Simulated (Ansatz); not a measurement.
# WS2 monolayer (2H) under biaxial strain in the plane of the sheet

Wanted: the shifts of the zone-centre modes of WS2 monolayer (2H) with strain.

Method: DFT PBEsol, scalar-relativistic, plane waves, PAW; PAW set soft_1, in Ansatz 0.2.0.

## 1. The starting structure

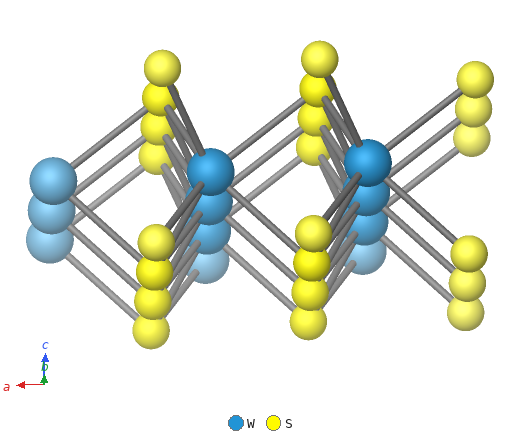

The starting structure, seen from a free direction (tungsten blue, sulfur yellow). 2×3×1 cells are drawn. Some periodic images of atoms are drawn too.

The cell holds 3 atoms: 1 W and 2 S. Cell: a = 3.170 Å, b = 3.170 Å, c = 30.000 Å, α = 90.0°, β = 90.0°, γ = 120.0°. Vacuum lies along c. The height across the vacuum is the one that the program set for its solve, not the one typed.

## 2. Bringing the structure to rest

The cell and atoms are relaxed, since residual forces and stress would shift the frequencies. The program lengthens the typed cell of 20.0 Å along the normal to 30.0 Å, as its cut-off of the electrostatics needs, and moves no atom.

input.yaml

```yaml
crystal:
  lattice:
    - [3.17, 0.0, 0.0]
    - [-1.585, 2.7453, 0.0]
    - [0.0, 0.0, 20.0]
  atoms:
    - { symbol: W, position: [0.333333, 0.666667, 0.5] }
    - { symbol: S, position: [0.666667, 0.333333, 0.5775] }
    - { symbol: S, position: [0.666667, 0.333333, 0.4225] }
  periodic: [true, true, false]
kpoints:
  mp_grid: { grid: [12, 12, 1] }
hamiltonian:
  xc: pbesol
  pseudopotentials: { kind: paw, azcp: { folder: soft_1 }, xc_functional: pbe }
scf:
  occupations: { method: gaussian, width: 0.02 }
output:
  forces: true
  stress: true
  eigenvalues: true
relax:
  adjacent_minimum: "off"
  f_tol: 0.005
  max_steps: 80
  cell: { stress_2d_tol: 0.02 }
```

Started as:

```
$ ansatz run input.yaml --threads 4 --pin off --max-ram 16384MiB --backend cpu --events-out ev --progress --plain --runs-dir out
```

Numbers of over 12 decimals in the logs are rounded to 6 here.

What it wrote:

```text
Warning: crystal.periodic: the lattice vector that does not repeat stood 0.000° off the slab's normal, 20.000 Å along it as the deck builds it. The run solves the slab on a vector along the normal, 30.000 Å long, with every atom where it was (on the deck's vector they left 16.90 Å outside them, and the widest stretch free of ions among them is 1.55 Å). A fractional position that the run reports is one of the run's ce [...]
Warning: the atoms were moved onto the symmetric positions of the space group found under crystal.symmetry.tolerance 1.0e-5 (fractional; no operation is sought that the atoms, as they stand in a round, miss by more than twice it, and no atom is moved by as much as it), and the run uses the moved positions. Before a round's move an operation carried an atom to 4.23e-6 Å from where it should land, the largest such dist [...]
crystal.periodic: the lattice vector that does not repeat stood 0.000° off the slab's normal, 20.000 Å along it as the deck builds it. The run solves the slab on a vector along the normal, 30.000 Å long, with every atom where it was (on the deck's vector they left 16.90 Å outside them, and the widest stretch free of ions among them is 1.55 Å). A fractional position that the run reports is one of the run's cell, which [...]
Engine: ansatz 0.2.0, aarch64-unknown-linux-gnu
Pseudopotentials: kind: paw
Pseudopotential: W, paw, valence charge 14, recommended cutoff 420 eV (normal), soft_1/W.paw.azcp
Pseudopotential: S, paw, valence charge 6, recommended cutoff 420 eV (normal), soft_1/S.paw.azcp
Functional definition: PBEsol
  exchange = pbesol_x
  correlation = pbesol_c
Crystal: 3 atoms, lattice volume = 261.078 Å³
Basis set: ecut = 420 eV, 5057 PW (Γ), exchange–correlation on 48×48×432 points (8 copies of the dense FFT grid, shifted against one another)
Bands: 17, of which v1, the nominal top of the filled ones, is band 13 counted from 1 (12 counted from 0)
Symmetry: 12 space group operations
Space group: P-6m2 (ITA 187), of the structure as read, at distance tolerance 6.4e-5 Å
k-points: 19 of 144 (time reversal used)
Non-local potential: W, projectors of the file, l = 0: 3, l = 1: 2, l = 2: 2, l = 3: 1
Non-local potential: S, projectors of the file, l = 0: 2, l = 1: 2, l = 2: 1
PAW form: soft (Blöchl's): semilocal exchange-correlation on the pseudo side does not see the compensation charge
PAW frozen core: W, regenerated for the run's functional, and the local potential with it (the file was generated under x = pbe(κ = 0.804, μ = 0.219515), c = pbe(β = 0.066725))
PAW frozen core: S, regenerated for the run's functional, and the local potential with it (the file was generated under x = pbe(κ = 0.804, μ = 0.219515), c = pbe(β = 0.066725))
PAW one-centre angular grid: W, 590 points (default); XC on 64 Gauss nodes
PAW one-centre angular grid: S, 110 points (default); XC on 64 Gauss nodes
Initial density: superposition of atomic densities (neutral atoms: chi_scale 0, normalization atom)
Initial wavefunctions: pseudopotential atomic-orbital guess
Functional: x = pbesol(κ = 0.804, μ = 0.123457), c = pbesol(β = 0.046)
SCF iter   1: F=—  HF=-12030.494243 eV  |F-HF|=—  |Δ(HF+E_count)|=         —  Δρ=2.06e-2  dr2=1.27e0  ethr=3.10e-3  ⟨swp⟩=19.1  Hψ=3919  notcnv=0
preconditioner: auto → none  [insulator: Δε(μ)=1.611 eV  Ē_g=9.109 eV  σ=0.020 eV  W_gap=1.00  n_scr=16 (ndim 8)  ℏωp=9.8 eV  f_vac=0.761  D(μ)=0.00/eV (n_scr^D=0)  ε∞_Penn≈2.1]
SCF iter   2: F=—  HF=-12030.089995 eV  |F-HF|=—  |Δ(HF+E_count)|=   4.04e-1  Δρ=8.16e-3  dr2=9.95e-2  ethr=3.10e-3  ⟨swp⟩=4.7  Hψ=1008  notcnv=0
SCF iter   3: F=—  HF=-12030.071982 eV  |F-HF|=—  |Δ(HF+E_count)|=   1.80e-2  Δρ=4.15e-3  dr2=5.23e-2  ethr=3.83e-4  ⟨swp⟩=3.4  Hψ=784  notcnv=0
SCF iter   4: F=—  HF=-12030.085055 eV  |F-HF|=—  |Δ(HF+E_count)|=   1.31e-2  Δρ=3.65e-3  dr2=1.35e-1  ethr=2.01e-4  ⟨swp⟩=4.8  Hψ=871  notcnv=0  recentre
SCF iter   5: F=—  HF=-12030.063014 eV  |F-HF|=—  |Δ(HF+E_count)|=   2.20e-2  Δρ=9.83e-4  dr2=2.47e-3  ethr=2.01e-4  ⟨swp⟩=4.5  Hψ=812  notcnv=0
SCF iter   6: F=—  HF=-12030.062888 eV  |F-HF|=—  |Δ(HF+E_count)|=   1.26e-4  Δρ=1.90e-4  dr2=2.12e-4  ethr=9.49e-6  ⟨swp⟩=3.5  Hψ=734  notcnv=0
SCF iter   7: F=—  HF=-12030.062859 eV  |F-HF|=—  |Δ(HF+E_count)|=   2.88e-5  Δρ=5.66e-5  dr2=1.39e-5  ethr=8.16e-7  ⟨swp⟩=2.9  Hψ=623  notcnv=0
SCF iter   8: F=—  HF=-12030.062859 eV  |F-HF|=—  |Δ(HF+E_count)|=   7.18e-8  Δρ=6.84e-6  dr2=1.06e-7  ethr=3.85e-10  ⟨swp⟩=12.5  Hψ=2970  notcnv=0
SCF iter   9: F=-12030.062859 eV  HF=-12030.062859 eV  |F-HF|=1.57e-8  |Δ(HF+E_count)|=   2.03e-8  Δρ=2.27e-6  dr2=2.03e-8  ethr=3.85e-10  ⟨swp⟩=5.9  Hψ=1309  notcnv=0
SCF 1 converged in 9 iterations: F = -12030.062859 eV  dr2 = 2.03e-8
  greatest PAW one-centre occupation: 0.999 electrons in one spin orbital (limit 2), on the W atom at site 0 (counted from 0), in its partial waves of l = 0
relax step   1: F+E_penalty+E_count = -12030.06285940 eV  Δ(F+E_penalty+E_count) = +0.000e0 eV  max|allowed force component| = 1.663e-1 eV/Å  Δτ_max = 0.0000 Å  P = -1.036 N/m  Ω = 261.078 Å³  fix = [c, alpha, beta]  reactions: c -0.000 N/m  (9 SCF iters, dr2 threshold 1.00e-7 eV, accepted)
Crystal: 3 atoms, lattice volume = 254.493 Å³
Basis set: ecut = 420 eV, 4925 PW (Γ), exchange–correlation on 48×48×432 points (8 copies of the dense FFT grid, shifted against one another)
Initial density: handed on by an earlier stage of this run
Initial wavefunctions: those handed on with the density
iter 1 solved again at ethr=1.94e-5 eV; its pass at ethr=3.10e-3 eV (dr2=5.03e-3 eV) is discarded
SCF iter   1: F=—  HF=-12030.066986 eV  |F-HF|=—  |Δ(HF+E_count)|=         —  Δρ=1.23e-3  dr2=5.34e-3  ethr=1.94e-5  ⟨swp⟩=4.4  Hψ=3888  notcnv=0
preconditioner: auto → none  [insulator: Δε(μ)=1.969 eV  Ē_g=8.855 eV  σ=0.020 eV  W_gap=1.00  n_scr=16 (ndim 8)  ℏωp=9.9 eV  f_vac=0.764  D(μ)=0.00/eV (n_scr^D=0)  ε∞_Penn≈2.2]
SCF iter   2: F=—  HF=-12030.066424 eV  |F-HF|=—  |Δ(HF+E_count)|=   5.62e-4  Δρ=9.06e-4  dr2=6.14e-3  ethr=1.94e-5  ⟨swp⟩=3.6  Hψ=732  notcnv=0
SCF iter   3: F=—  HF=-12030.065824 eV  |F-HF|=—  |Δ(HF+E_count)|=   6.00e-4  Δρ=5.51e-4  dr2=2.20e-3  ethr=1.94e-5  ⟨swp⟩=3.8  Hψ=745  notcnv=0
SCF iter   4: F=—  HF=-12030.065505 eV  |F-HF|=—  |Δ(HF+E_count)|=   3.19e-4  Δρ=2.79e-4  dr2=4.61e-4  ethr=8.47e-6  ⟨swp⟩=1.5  Hψ=363  notcnv=0
SCF iter   5: F=—  HF=-12030.065473 eV  |F-HF|=—  |Δ(HF+E_count)|=   3.24e-5  Δρ=6.57e-5  dr2=8.50e-6  ethr=1.77e-6  ⟨swp⟩=2.9  Hψ=544  notcnv=0
SCF iter   6: F=—  HF=-12030.065467 eV  |F-HF|=—  |Δ(HF+E_count)|=   5.80e-6  Δρ=1.94e-5  dr2=1.05e-6  ethr=3.27e-8  ⟨swp⟩=3.6  Hψ=758  notcnv=0
SCF iter   7: F=-12030.065467 eV  HF=-12030.065467 eV  |F-HF|=1.02e-7  |Δ(HF+E_count)|=   5.96e-8  Δρ=6.80e-6  dr2=1.39e-7  ethr=1.15e-9  ⟨swp⟩=11.5  Hψ=2119  notcnv=0
SCF 2 converged in 7 iterations: F = -12030.065467 eV  dr2 = 1.39e-7
relax step   2: F+E_penalty+E_count = -12030.06546658 eV  Δ(F+E_penalty+E_count) = -2.607e-3 eV  max|allowed force component| = 2.153e-1 eV/Å  Δτ_max = 0.0334 Å  P = +0.504 N/m  Ω = 254.493 Å³  energy of the carried Pulay correction = +4.425e-4 eV  fix = [c, alpha, beta]  reactions: c +0.000 N/m  (7 SCF iters, dr2 threshold 3.00e-7 eV, accepted)
Crystal: 3 atoms, lattice volume = 257.223 Å³
Basis set: ecut = 420 eV, 4961 PW (Γ), exchange–correlation on 48×48×432 points (8 copies of the dense FFT grid, shifted against one another)
iter 1 solved again at ethr=4.12e-6 eV; its pass at ethr=3.10e-3 eV (dr2=1.07e-3 eV) is discarded
SCF iter   1: F=—  HF=-12030.070514 eV  |F-HF|=—  |Δ(HF+E_count)|=         —  Δρ=5.88e-4  dr2=9.47e-4  ethr=4.12e-6  ⟨swp⟩=4.5  Hψ=3743  notcnv=0
preconditioner: auto → none  [insulator: Δε(μ)=1.930 eV  Ē_g=8.848 eV  σ=0.020 eV  W_gap=1.00  n_scr=16 (ndim 8)  ℏωp=9.8 eV  f_vac=0.766  D(μ)=0.00/eV (n_scr^D=0)  ε∞_Penn≈2.2]
SCF iter   2: F=—  HF=-12030.070285 eV  |F-HF|=—  |Δ(HF+E_count)|=   2.29e-4  Δρ=2.97e-4  dr2=4.03e-4  ethr=3.64e-6  ⟨swp⟩=3.0  Hψ=545  notcnv=0
SCF iter   3: F=—  HF=-12030.070323 eV  |F-HF|=—  |Δ(HF+E_count)|=   3.80e-5  Δρ=2.69e-4  dr2=6.62e-4  ethr=1.55e-6  ⟨swp⟩=3.5  Hψ=657  notcnv=0
SCF iter   4: F=—  HF=-12030.070218 eV  |F-HF|=—  |Δ(HF+E_count)|=   1.05e-4  Δρ=9.07e-5  dr2=1.10e-5  ethr=1.55e-6  ⟨swp⟩=2.4  Hψ=476  notcnv=0
SCF iter   5: F=—  HF=-12030.070217 eV  |F-HF|=—  |Δ(HF+E_count)|=   6.46e-7  Δρ=2.01e-5  dr2=8.62e-7  ethr=4.23e-8  ⟨swp⟩=4.1  Hψ=848  notcnv=0
SCF iter   6: F=-12030.070217 eV  HF=-12030.070217 eV  |F-HF|=5.99e-8  |Δ(HF+E_count)|=   7.91e-8  Δρ=3.70e-6  dr2=7.13e-8  ethr=1.15e-9  ⟨swp⟩=11.7  Hψ=2176  notcnv=0
SCF 3 converged in 6 iterations: F = -12030.070217 eV  dr2 = 7.13e-8
relax step   3: F+E_penalty+E_count = -12030.07021688 eV  Δ(F+E_penalty+E_count) = -4.750e-3 eV  max|allowed force component| = 9.969e-3 eV/Å  Δτ_max = 0.0163 Å  P = -0.058 N/m  Ω = 257.223 Å³  energy of the carried Pulay correction = +2.577e-4 eV  fix = [c, alpha, beta]  reactions: c -0.000 N/m  (6 SCF iters, dr2 threshold 3.00e-7 eV, accepted)
[...]
relax step   4: F+E_penalty+E_count = -12030.07023149 eV  Δ(F+E_penalty+E_count) = -1.462e-5 eV  max|allowed force component| = 1.149e-3 eV/Å  Δτ_max = 0.0002 Å  P = -0.007 N/m  Ω = 257.135 Å³  energy of the carried Pulay correction = +2.636e-4 eV  fix = [c, alpha, beta]  reactions: c -0.000 N/m  (5 SCF iters, dr2 threshold 6.21e-9 eV, accepted)
Initial wavefunctions: pseudopotential atomic-orbital guess (no wavefunctions were taken with the density)
iter 1 solved again at ethr=4.18e-7 eV; its pass at ethr=3.10e-3 eV (dr2=1.09e-4 eV) is discarded
SCF iter   1: F=—  HF=-12030.069992 eV  |F-HF|=—  |Δ(HF+E_count)|=         —  Δρ=1.16e-5  dr2=5.29e-8  ethr=4.18e-7  ⟨swp⟩=6.6  Hψ=5452  notcnv=0
eigensolver tolerance schedule: the retry pair's looser diagonalisation over-reported the residual by 2055.40 of it (diagonalisation noise at 0.38 of the residual, at the tolerance the schedule requests for it); recorded, not acted on — ethr = c·dr2/N_el stays at c = 1.0e-1
preconditioner: auto → none  [insulator: Δε(μ)=1.937 eV  Ē_g=8.854 eV  σ=0.020 eV  W_gap=1.00  n_scr=16 (ndim 8)  ℏωp=9.8 eV  f_vac=0.766  D(μ)=0.00/eV (n_scr^D=0)  ε∞_Penn≈2.2]
SCF iter   2: F=—  HF=-12030.069988 eV  |F-HF|=—  |Δ(HF+E_count)|=   3.54e-6  Δρ=5.85e-6  dr2=3.62e-8  ethr=2.03e-10  ⟨swp⟩=5.9  Hψ=1191  notcnv=0
SCF iter   3: F=—  HF=-12030.069988 eV  |F-HF|=—  |Δ(HF+E_count)|=   2.07e-8  Δρ=3.96e-6  dr2=8.95e-8  ethr=1.39e-10  ⟨swp⟩=3.9  Hψ=731  notcnv=0  recentre
SCF iter   4: F=—  HF=-12030.069988 eV  |F-HF|=—  |Δ(HF+E_count)|=   1.06e-8  Δρ=1.18e-6  dr2=1.48e-9  ethr=1.39e-10  ⟨swp⟩=3.3  Hψ=565  notcnv=0
SCF iter   5: F=—  HF=-12030.069988 eV  |F-HF|=—  |Δ(HF+E_count)|=  5.91e-10  Δρ=2.69e-7  dr2=1.28e-10  ethr=5.68e-12  ⟨swp⟩=3.6  Hψ=757  notcnv=0
SCF iter   6: F=—  HF=-12030.069988 eV  |F-HF|=—  |Δ(HF+E_count)|=  2.91e-11  Δρ=8.46e-8  dr2=3.38e-11  ethr=1.00e-12  ⟨swp⟩=3.3  Hψ=637  notcnv=0
SCF iter   7: F=—  HF=-12030.069988 eV  |F-HF|=—  |Δ(HF+E_count)|=  1.27e-11  Δρ=4.04e-8  dr2=1.03e-11  ethr=1.00e-12  ⟨swp⟩=1.3  Hψ=355  notcnv=0
SCF iter   8: F=-12030.069988 eV  HF=-12030.069988 eV  |F-HF|=1.46e-11  |Δ(HF+E_count)|=  1.64e-11  Δρ=1.17e-8  dr2=3.13e-13  ethr=1.00e-12  ⟨swp⟩=10.6  Hψ=2472  notcnv=0
SCF 5 converged in 8 iterations: F = -12030.069988 eV  dr2 = 3.13e-13
relax step   5: F+E_penalty+E_count = -12030.06998811 eV  Δ(F+E_penalty+E_count) = +2.434e-4 eV  max|allowed force component| = 1.041e-3 eV/Å  Δτ_max = 0.0000 Å  P = -0.010 N/m  Ω = 257.135 Å³  fix = [c, alpha, beta]  reactions: c -0.000 N/m  stress off target by 9.80e-3 N/m on what of the cell is left free  SCF on the basis re-selected at this cell (its energy is not comparable with the rows above)  (8 SCF iters)
basis re-selected at this cell: Δ(F+E_penalty+E_count) = +2.434e-4 eV, ΔP = -0.002 N/m vs the last step (what re-selecting the basis moved, of the pressure what is left beyond the Pulay correction that the steps carried, after the strain that the cell walked since its last selection, with what the two solves' SCF thresholds leave and, on support functions, any second-order correction that the steps lacked; it is no m [...]
SCF converged after 8 iterations
Free energy (F): -12030.069988 eV
Harris-Foulkes:  -12030.069988 eV  (|F-HF|=1.46e-11)
Internal energy: -12030.069988 eV  (E = F + TS)
E sigma→0 (E₀):  -12030.069988 eV
Fermi energy:    -4.770376 eV
--- Per-component energies (eV) ---
  E_band       = -623.223935
  E_kinetic    = 634.938616
  E_local      = -44839.154740  (includes V_loc(G=0)·N_el)
  E_nonlocal   = 46.825631
  E_hartree    = 22057.526493
  E_xc         = -442.731149
  E_vxc        = -397.333862  (∫ρ·V_xc dr)
  E_paw        = -9635.711887  (= ΣΔE_a)
  E_vpaw       = -183.552673  (= ΣTr[D̂ρ^β])
  E_aug_tail   = 0.000155  (compensation charges beyond the density's cutoff)
  E_ewald      = 20147.891137
  E_core_change = 0.345757  (= ΣΔE_core)
  E_smearing   = -0.000000  (= −TS)
  E_closure    = 0.000000  (closes the sum)
  Σ components = -12030.069988   (vs F -12030.069988, Δ=0.00e0)
--- Forces (eV/Å), atoms counted from 1 ---
  atom   1  W      0.00000000     0.00000000    -0.00000000
  atom   2  S      0.00000000     0.00000000    -0.00104145
  atom   3  S      0.00000000     0.00000000     0.00104145
  max |Σ_I F_I| component: 2.78e-17 eV/Å
--- 2D stress c σ (N/m, compression-positive) ---
       -0.009799       0.000000      -0.000000
       -0.000000      -0.009799       0.000000
       -0.000000       0.000000      -0.000000
  P = ½ c Tr σ = -0.0098 N/m
--- Band table (eV; the first three rows and the last of 19) ---
  k-point 0: bands = [... 9 lower, -7.9205, -7.3088, -7.3088, -5.8637, -2.7486, -2.7486, -2.5713, -2.5713]
  k-point 1: bands = [... 9 lower, -8.3142, -7.4982, -7.1241, -5.9127, -2.8842, -2.8596, -2.6820, -2.5247]
  k-point 2: bands = [... 9 lower, -8.1451, -7.9377, -7.1266, -6.1593, -3.3431, -2.9197, -2.8546, -2.0146]
  k-point 18: bands = [... 9 lower, -9.6374, -9.0469, -8.1387, -5.7387, -3.8021, -2.4333, -1.5719, 0.0297]
--- Relaxed structure (4 steps of the walk, 4 accepted, 1 SCFs on fresh bases) ---
  F+E_penalty+E_count = -12030.06998811 eV   max|allowed force component| = 1.041e-3 eV/Å   (the final SCF, on the basis selected at the relaxed cell)
  cell:  # Å, volume = 257.1353 Å³
    - [3.145973, 0.0, 0]
    - [-1.572986, 2.724492, 0]
    - [0, 0, 30.0]
  atoms:
    - { symbol: W, position: [0.333333, 0.666667, 0.333333] }
    - { symbol: S, position: [0.666667, 0.333333, 0.385562] }
    - { symbol: S, position: [0.666667, 0.333333, 0.281104] }
```

Wall time 14 s (4 threads of Arm Neoverse V2, shared host); peak memory 0.53 GiB.

Step by step:

```
step  energy less that of the first step (eV)  largest force component (eV/Å)  volume (Å³)
   1                                   0.0000                          0.1663       261.08
   2                                  -0.0026                          0.2153       254.49
   3                                  -0.0074                          0.0100       257.22
   4                                  -0.0074                          0.0011       257.14
  5*                                  -0.0071                          0.0010       257.14
```

Relaxation steps marked * repeat the geometry before them on a plane-wave basis chosen anew for their cell, so energy and pressure can jump there.

The run keeps the 12 symmetry operations that it works with, so distortions that break them were not tested.

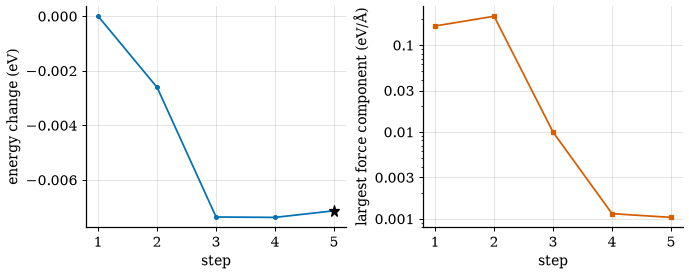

Energy and largest force along the relaxation. Stars mark steps on a basis chosen anew.

| cell as run | before | after | change |
| --- | --- | --- | --- |
| a (Å) | 3.170 | 3.146 | -0.8 % |
| b (Å) | 3.170 | 3.146 | -0.8 % |

The atoms that moved most (Å, along periodic axes as changes of fractional coordinates times the final cell, across vacuum about the mean position):

```csv
atom,dx,dy,dz,length
S2,0.000,0.000,0.017,0.017
S3,0.000,0.000,-0.017,0.017
```

The relaxed structure:

```xyz
3
Lattice="3.1460 0.0000 0.0000 -1.5730 2.7245 0.0000 0.0000 0.0000 30.0000" Properties=species:S:1:pos:R:3
W     0.0000    1.8163   10.0000
S     1.5730    0.9082   11.5669
S     1.5730    0.9082    8.4331
```

This step gave:

| Property | Result |
| --- | --- |
| gap on the k-mesh | 1.937 eV |
| area per atom | 2.857 Å² |

The relaxation ends with a largest force component of 0.0010 eV/Å.

## 3. Tight relaxation

Phonons need small forces and stress, so the relaxation is finished with tight tolerances on 12×12×1 k points.

input.yaml

```yaml
crystal:
  lattice:
    - [3.145972506, 0.0, 0.0]
    - [-1.572986253, 2.7244921098, 0.0]
    - [0.0, 0.0, 30.0]
  atoms:
    - { symbol: W, position: [0.3333333333, 0.6666666667, 0.3333333333] }
    - { symbol: S, position: [0.6666666667, 0.3333333333, 0.3855624159] }
    - { symbol: S, position: [0.6666666667, 0.3333333333, 0.2811042508] }
  periodic: [true, true, false]
kpoints:
  mp_grid: { grid: [12, 12, 1] }
hamiltonian:
  xc: pbesol
  pseudopotentials: { kind: paw, azcp: { folder: soft_1 }, xc_functional: pbe }
scf:
  occupations: { method: fixed }
output:
  forces: true
  stress: true
  eigenvalues: true
  write_density: true
  write_potential: true
  elf: true
  volumetric_format: npy
relax:
  adjacent_minimum: "off"
  f_tol: 0.001
  max_steps: 60
  cell: { stress_2d_tol: 0.002 }
```

What it wrote:

```text
[...]
Crystal: 3 atoms, lattice volume = 257.135 Å³
Basis set: ecut = 420 eV, 4961 PW (Γ), exchange–correlation on 48×48×432 points (8 copies of the dense FFT grid, shifted against one another)
Bands: 17, of which v1, the nominal top of the filled ones, is band 13 counted from 1 (12 counted from 0)
Symmetry: 12 space group operations
[...]
--- Relaxed structure (3 steps of the walk, 3 accepted, 1 SCFs on fresh bases) ---
[...]
cell:  # Å, volume = 257.1148 Å³
    - [3.145847, 0.0, 0]
    - [-1.572923, 2.724383, 0]
    - [0, 0, 30.0]
  atoms:
    - { symbol: W, position: [0.333333, 0.666667, 0.333333] }
    - { symbol: S, position: [0.666667, 0.333333, 0.385562] }
    - { symbol: S, position: [0.666667, 0.333333, 0.281105] }
[key lines of the parts left out:]
SCF converged after 11 iterations
Free energy (F): -12030.069990 eV
Fermi energy:    -5.738568 eV
P = ½ c Tr σ = 0.0000 N/m
```

Run time: 12 s. Hardware: 4 threads; peak memory 0.53 GiB; 45 s of CPU time.

Little changed from the start: no atom moved by 0.005 Å and no cell edge by 0.1 %.

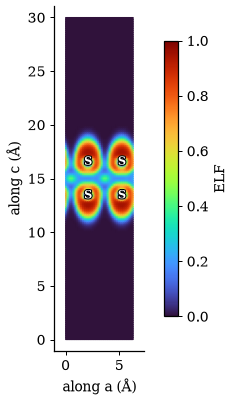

ELF in the ac plane at fractional y = 0.333, with atoms of S within 0.2 Å of it. It is the smooth field of the valence electrons, not physical close to the nuclei.

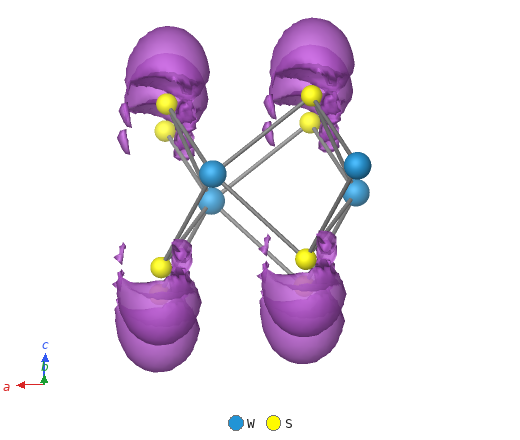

Surface of ELF = 0.85. 2×2×1 cells are drawn.

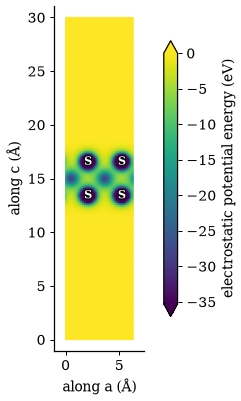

Electrostatic potential energy in the ac plane at fractional y = 0.333, with atoms of S within 0.2 Å of it. With pseudopotentials it is smooth inside the atoms' cores, unlike the true potential.

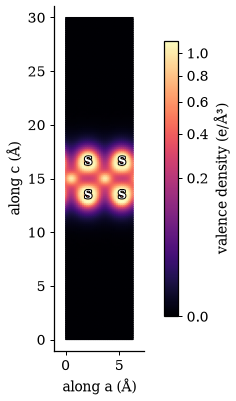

Valence density in the ac plane at fractional y = 0.333, with atoms of S within 0.2 Å of it. It is the smooth field of the valence electrons, not physical close to the nuclei. The colour scale is stretched toward low values.

The largest force component left is 0.060 meV/Å, within the tolerances set.

(Part 1 of 2 ends here.)

[Logs are printed without paths, hosts, clocks, repeated set-up lines and the standing remarks that a program may print on its own settings, such as how far it seeks lower states.]

[Hosts, paths, dates, database ids (printed as entryN), source tags and the programs' standing remarks are cut or masked in the printed files.]
